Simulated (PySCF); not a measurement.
AsH9Si2, SMILES `[SiH3][SiH3].[AsH3]`.

Computed with PySCF, ωB97X/def2-SVP, geometry: an unrelaxed start of a pair search. Without diffuse functions Rydberg states are missing, so the states' numbers hold for this basis only.

Cartesian coordinates (Å):

```
Si1     -1.9354   -1.1919    0.0000
Si2     -2.2535    1.0956    0.0011
H3      -0.6561   -1.5912    0.6057
H4      -2.9844   -1.8963    0.7435
H5      -1.9546   -1.7584   -1.3529
H6      -1.0085    1.8529   -0.1711
H7      -2.8707    1.5718    1.2392
H8      -3.1553    1.5178   -1.0712
As9      1.9349    0.0879    0.0388
H10      1.7437   -0.3055   -1.3870
H11      3.3704    0.3800   -0.2555
H12      2.3094   -1.3233    0.3520
```

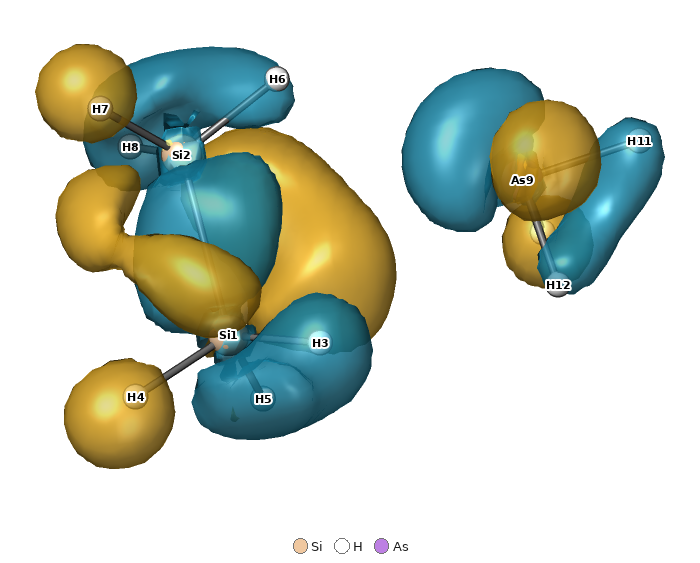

Unrelaxed difference density of S₃ less the ground state (TDA singlet states), ±0.01 e/Å³; yellow: gain, teal: loss.

How does the charge move on excitation?

Answer. 0.56 e is displaced in all, mostly between regions of the same atoms. The state: 7.87 eV (158 nm), f = 0.053; the leading pair carries 70 %; hole on Si1 and Si2 (27 % each), As9 (17 %) and H3 and H8 (5 % each), electron on Si1 (26 %), Si2 (24 %) and As9 (14 %) (shares are of the whole state, not of the leading pair alone); their centroids lie 0.1 Å apart; S₂ and S₄ lie within 0.1 eV of it.
